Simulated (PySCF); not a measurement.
**WO2Br2: structure and properties**

Aim: find the relaxed shape of WO2Br2, test it by its vibrations, and read charges and levels. The species was built from a template and needn't be a known compound.

Program: PySCF 2.14.0. Level of theory: B3LYP, W def2-SVP with ECP60, O def2-SVP, Br def2-SVP; scalar-relativistic core potentials, no spin–orbit coupling. These are calculated values, not measurements.

3 further runs of the same task are left out: 2 for a known fault of the program, 1 that didn't finish.

### Step 1. Starting geometry

5 atoms, charge 0, spin multiplicity 1.

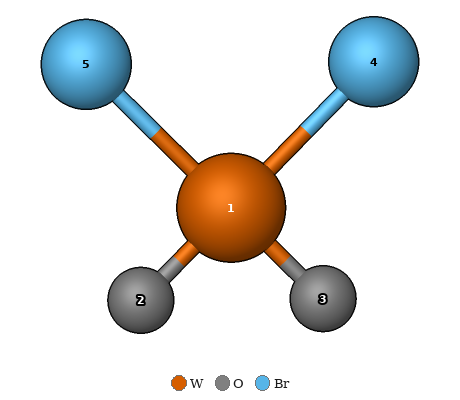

Start geometry, drawn with tungsten orange, oxygen grey, bromine blue; atoms are numbered from 1 in the order of the file.

Geometry (Å):

```xyz
5
charge 0, multiplicity 1
W     0.0000    0.0000    0.0000
O     1.5096    0.0000    0.0000
O     0.0000    1.5096    0.0000
Br   -2.3808    0.0000    0.0000
Br    0.0000   -2.3808    0.0000
```

Formal oxidation states: W +6.

### Step 2. SCF at the start, singlet

Input file run.py (the lines that set the calculation):

```python
mol = gto.M(atom='''
W      0.00000     0.00000     0.00000
O      1.50960     0.00000     0.00000
O      0.00000     1.50960     0.00000
Br    -2.38080     0.00000     0.00000
Br     0.00000    -2.38080     0.00000''',
    basis={'W': 'def2-SVP', 'O': 'def2-SVP', 'Br': 'def2-SVP'},
    ecp={'W': 'def2-SVP'},
    charge=0, spin=0)
mf = dft.RKS(mol, xc='B3LYP')
mf.grids.atom_grid = (50, 194)
mf = mf.density_fit()  # fitting sets: W def2-universal-JKFIT, O def2-universal-JKFIT, Br def2-universal-JKFIT
mf.conv_tol = 1e-08; mf.max_cycle = 55
mf.kernel(dm0)  # dm0: free metal ions and neutral atoms
```

Launch:

```console
$ OMP_NUM_THREADS=2 python run.py
```

Log:

```text
init E= -5436.30034958432
  HOMO = -0.161575116386945  LUMO = -0.1113824733033  gap/eV = 1.36581
cycle= 1 E= -5356.78777945095  delta_E= 79.5  |g|= 7.16  |ddm|= 5.82
  HOMO = -0.159082143372417  LUMO = -0.152932101908531  gap/eV = 0.16735
cycle= 2 E= -5277.86040487633  delta_E= 78.9  |g|= 14.2  |ddm|= 20.3
  HOMO = -0.192842197723999  LUMO = -0.175919959327597  gap/eV = 0.46048
cycle= 3 E= -5362.10629401322  delta_E= -84.2  |g|= 3.59  |ddm|= 18.3
  HOMO = -0.0553970838935535  LUMO = -0.0214689771983492  gap/eV = 0.92323
cycle= 4 E= -5352.51714206083  delta_E= 9.59  |g|= 6.61  |ddm|= 10.7
  HOMO = -0.304873828251334  LUMO = -0.113753840194805  gap/eV = 5.20064
cycle= 5 E= -5364.46122601483  delta_E= -11.9  |g|= 1.58  |ddm|= 9.97
  HOMO = -0.297731271026831  LUMO = -0.251750328252213  gap/eV = 1.25121
cycle= 6 E= -5363.03604382594  delta_E= 1.43  |g|= 2.61  |ddm|= 4.39
  HOMO = -0.268849805305916  LUMO = -0.208702602630139  gap/eV = 1.63669
cycle= 7 E= -5365.08079428363  delta_E= -2.04  |g|= 0.222  |ddm|= 3.75
  HOMO = -0.272865450769457  LUMO = -0.205039889085183  gap/eV = 1.84563
cycle= 8 E= -5365.08980208811  delta_E= -0.00901  |g|= 0.102  |ddm|= 0.249
  HOMO = -0.275000212954027  LUMO = -0.200216103110949  gap/eV = 2.03498
cycle= 9 E= -5365.09121544828  delta_E= -0.00141  |g|= 0.0596  |ddm|= 0.0637
  HOMO = -0.27530604457977  LUMO = -0.198692159131735  gap/eV = 2.08477
cycle= 10 E= -5365.09184533894  delta_E= -0.00063  |g|= 0.0152  |ddm|= 0.0348
  HOMO = -0.274891465631206  LUMO = -0.199176285892924  gap/eV = 2.06031
cycle= 11 E= -5365.09190328432  delta_E= -5.79e-05  |g|= 0.00381  |ddm|= 0.0164
  HOMO = -0.2749214351126  LUMO = -0.199709785653495  gap/eV = 2.04661
cycle= 12 E= -5365.09190769137  delta_E= -4.41e-06  |g|= 0.00151  |ddm|= 0.00611
  HOMO = -0.274851438087143  LUMO = -0.199637409661534  gap/eV = 2.04668
cycle= 13 E= -5365.09190815141  delta_E= -4.6e-07  |g|= 0.000261  |ddm|= 0.00126
  HOMO = -0.274867773306297  LUMO = -0.199645302128125  gap/eV = 2.04691
cycle= 14 E= -5365.09190816699  delta_E= -1.56e-08  |g|= 5.65e-05  |ddm|= 0.00032
  HOMO = -0.27487355725897  LUMO = -0.199642432134351  gap/eV = 2.04714
cycle= 15 E= -5365.09190816797  delta_E= -9.84e-10  |g|= 9.16e-06  |ddm|= 8.9e-05
  HOMO = -0.274872651469848  LUMO = -0.199641675863932  gap/eV = 2.04714
Extra cycle  E= -5365.09190816801  delta_E= -3.82e-11  |g|= 8.13e-06  |ddm|= 3.05e-05
converged SCF energy = -5365.09190816801
```

Wall time 2.8 s (2 threads of AMD EPYC 9B14 (Zen 4), shared host); peak memory 0.46 GiB.

It gives: E = -5365.091908 Eh, HOMO -7.48 eV, LUMO -5.43 eV, Mulliken charge on W1 +0.80 e. 

### Step 3. Relaxation, singlet

Steps are kept in the start's point group, C2v.

Input file run.py (the lines that set the calculation):

```python
mol = gto.M(atom='''
W      0.43808     0.43808     0.00000
O      1.94768     0.43808     0.00000
O      0.43808     1.94768     0.00000
Br    -1.94272     0.43808     0.00000
Br     0.43808    -1.94272     0.00000''',
    basis={'W': 'def2-SVP', 'O': 'def2-SVP', 'Br': 'def2-SVP'},
    ecp={'W': 'def2-SVP'},
    charge=0, spin=0)
mf = dft.RKS(mol, xc='B3LYP')
mf.grids.atom_grid = (50, 194)
mf = mf.density_fit()  # fitting sets: W def2-universal-JKFIT, O def2-universal-JKFIT, Br def2-universal-JKFIT
mf.conv_tol = 1e-08; mf.max_cycle = 55
mf.kernel(dm0)  # dm0: an SCF of this state at this start
# quasi-Newton relaxation in Cartesian coordinates to a largest gradient under 0.00045 Eh/bohr, steps kept in the point group
```

Launch:

```console
$ OMP_NUM_THREADS=2 python run.py
```

No log is kept here; the results follow.

It took 42 s on 2 threads of AMD EPYC 9B14 (Zen 4), shared host.

Step by step:

```csv
step,energy from step 1 (eV),largest force component (eV/Å)
1,0.0000,19.6900
2,-3.6208,4.7297
3,-4.0722,2.3647
4,-4.2211,0.3097
5,-4.2283,0.1042
6,-4.2294,0.0512
7,-4.2299,0.0323
8,-4.2301,0.0204
9,-4.2301,0.0078
```

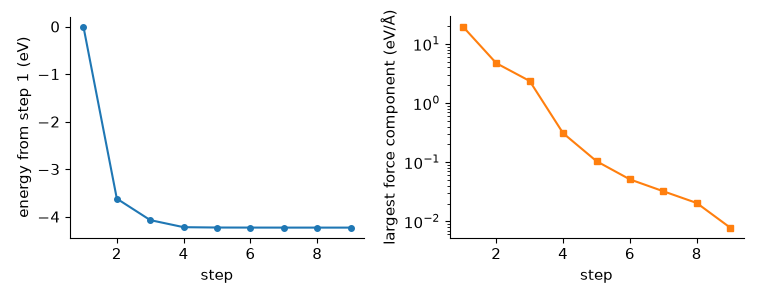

Energy and largest force along the relaxation.

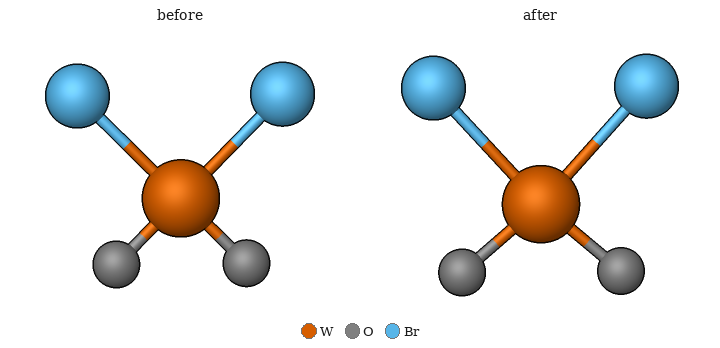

The geometry before (left) and after (right).

Close pairs (by a distance rule), those that changed most:

```csv
bond,before (Å),after (Å),change (Å)
W1–Br4,2.381,2.588,+0.207
W1–Br5,2.381,2.588,+0.207
W1–O2,1.510,1.706,+0.197
W1–O3,1.510,1.706,+0.197
```

It ends in C2v at E = -5365.247361 Eh.

```xyz
5

W     0.4920    0.4920    0.0000
O     2.1925    0.3490    0.0000
O     0.3490    2.1925    0.0000
Br   -2.0933    0.3790    0.0000
Br    0.3790   -2.0933    0.0000
```

### Step 4. The relaxed geometry turned into its symmetry frame

Input file run.py (the lines that set the calculation):

```python
mol = gto.M(atom='''
W      0.50305     0.50305     0.00000
O      2.20354     0.36009     0.00000
O      0.36009     2.20354     0.00000
Br    -2.08225     0.39011     0.00000
Br     0.39011    -2.08225     0.00000''',
    basis={'W': 'def2-SVP', 'O': 'def2-SVP', 'Br': 'def2-SVP'},
    ecp={'W': 'def2-SVP'},
    charge=0, spin=0)
mf = dft.RKS(mol, xc='B3LYP')
mf.grids.atom_grid = (50, 194)
mf = mf.density_fit()  # fitting sets: W def2-universal-JKFIT, O def2-universal-JKFIT, Br def2-universal-JKFIT
mf.conv_tol = 1e-08; mf.max_cycle = 55
mf.kernel(dm0)  # dm0: free metal ions and neutral atoms
```

Launch:

```console
$ OMP_NUM_THREADS=2 python run.py
```

Log:

```text
init E= -5436.04289525575
  HOMO = -0.171639990986094  LUMO = -0.125629338706217  gap/eV = 1.25201
cycle= 1 E= -5352.97086543175  delta_E= 83.1  |g|=  7.7  |ddm|= 5.93
  HOMO = -0.333924108613341  LUMO = -0.325065992035387  gap/eV = 0.24104
cycle= 2 E= -5229.59299845419  delta_E=  123  |g|=   12  |ddm|= 23.6
  HOMO = -0.323509264523105  LUMO = -0.228702246118226  gap/eV = 2.57983
cycle= 3 E= -5336.88866799532  delta_E= -107  |g|= 7.95  |ddm|= 24.1
  HOMO = -0.191720443414234  LUMO = -0.131660681201443  gap/eV = 1.63431
cycle= 4 E= -5360.56871885641  delta_E= -23.7  |g|= 3.97  |ddm|= 7.59
  HOMO = -0.132450436483581  LUMO = -0.0900086921092296  gap/eV = 1.15490
cycle= 5 E= -5360.90317432533  delta_E= -0.334  |g|= 4.25  |ddm|= 5.21
  HOMO = -0.253057393169209  LUMO = -0.0444765499409925  gap/eV = 5.67577
cycle= 6 E= -5362.95667461734  delta_E= -2.05  |g|= 2.94  |ddm|=  4.8
  HOMO = -0.279356607462435  LUMO = -0.231626563103529  gap/eV = 1.29880
cycle= 7 E= -5362.63249486323  delta_E= 0.324  |g|= 2.93  |ddm|=  4.5
  HOMO = -0.278551407006673  LUMO = -0.257123457791256  gap/eV = 0.58308
cycle= 8 E= -5364.55711991757  delta_E= -1.92  |g|= 1.26  |ddm|= 1.61
  HOMO = -0.299311019873094  LUMO = -0.235409160919957  gap/eV = 1.73886
cycle= 9 E= -5365.14841715795  delta_E= -0.591  |g|= 0.51  |ddm|= 3.09
  HOMO = -0.284628335000114  LUMO = -0.236115293340502  gap/eV = 1.32011
cycle= 10 E= -5365.21505126978  delta_E= -0.0666  |g|= 0.264  |ddm|= 0.435
  HOMO = -0.284549789593444  LUMO = -0.247468928371968  gap/eV = 1.00902
cycle= 11 E= -5365.24139542707  delta_E= -0.0263  |g|= 0.113  |ddm|= 0.334
  HOMO = -0.277361014287582  LUMO = -0.24333444615168  gap/eV = 0.92591
cycle= 12 E= -5365.24695596382  delta_E= -0.00556  |g|= 0.0427  |ddm|= 0.25
  HOMO = -0.28061665202546  LUMO = -0.244056957893582  gap/eV = 0.99484
cycle= 13 E= -5365.2472449947  delta_E= -0.000289  |g|= 0.022  |ddm|= 0.0511
  HOMO = -0.281256618445041  LUMO = -0.243186179164269  gap/eV = 1.03595
cycle= 14 E= -5365.24734003755  delta_E= -9.5e-05  |g|= 0.00987  |ddm|= 0.0192
  HOMO = -0.281409644347083  LUMO = -0.242679238687239  gap/eV = 1.05391
cycle= 15 E= -5365.24736053405  delta_E= -2.05e-05  |g|= 0.00141  |ddm|= 0.0125
  HOMO = -0.281377014388645  LUMO = -0.242699449282231  gap/eV = 1.05247
cycle= 16 E= -5365.24736129734  delta_E= -7.63e-07  |g|= 0.000105  |ddm|= 0.0028
  HOMO = -0.281374391093657  LUMO = -0.242708192598712  gap/eV = 1.05216
cycle= 17 E= -5365.2473613023  delta_E= -4.95e-09  |g|= 0.00012  |ddm|= 0.000523
  HOMO = -0.281364888850419  LUMO = -0.242715412609345  gap/eV = 1.05171
cycle= 18 E= -5365.24736130698  delta_E= -4.69e-09  |g|= 3.53e-05  |ddm|= 0.00018
  HOMO = -0.281359795916258  LUMO = -0.242725489633889  gap/eV = 1.05129
Extra cycle  E= -5365.24736130301  delta_E= 3.97e-09  |g|= 0.000126  |ddm|= 0.000199
converged SCF energy = -5365.24736130301
```

Wall time 2.6 s (2 threads of AMD EPYC 9B14 (Zen 4), shared host).

Result: E = -5365.247361 Eh, HOMO -7.66 eV, LUMO -6.60 eV, Mulliken charge on W1 +1.00 e. The gap is small, and the closed shell wasn't tested for a lower spin-broken solution.

### Step 5. Frequencies and infrared intensities

Edit run.py (the lines that set the calculation) of step 4 so:

```diff
@@ -12,3 +12,4 @@
 mf = mf.density_fit()  # fitting sets: W def2-universal-JKFIT, O def2-universal-JKFIT, Br def2-universal-JKFIT
-mf.conv_tol = 1e-08; mf.max_cycle = 55
-mf.kernel(dm0)  # dm0: free metal ions and neutral atoms
+mf.conv_tol = 1e-10; mf.max_cycle = 55
+mf.kernel(dm0)  # dm0: the density of the relaxed state
+# Hessian and dipole derivatives by central differences of gradients, 0.02 bohr
```

Launch:

```console
$ OMP_NUM_THREADS=2 python run.py
```

The driver keeps no SCF log for this step, only its results.

Wall time 59 s (2 threads of AMD EPYC 9B14 (Zen 4), shared host).

Point group C2v; negative numbers are unstable modes, and those under 60 cm⁻¹ are near the numerical noise:

```csv
cm⁻¹,km/mol,symmetry
-258,0.0,a2
-106,43.6,b1
114,0.2,a1
132,17.9,b2
207,8.0,b2
225,10.5,a1
397,5.2,a1
959,117.1,b2
1005,158.9,a1
```

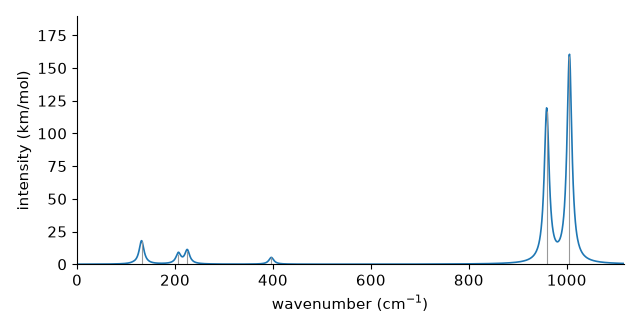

The infrared spectrum from the harmonic lines. Lines are broadened to a width of 12 cm⁻¹ (Lorentzian).

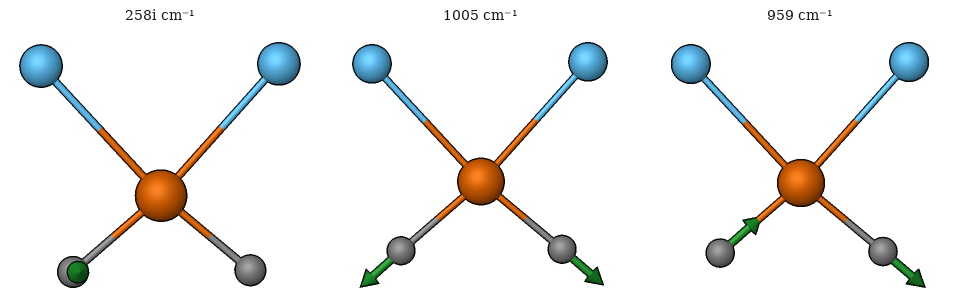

Displacements of 3 modes, as arrows.

(Part 1 of 2 ends here.)
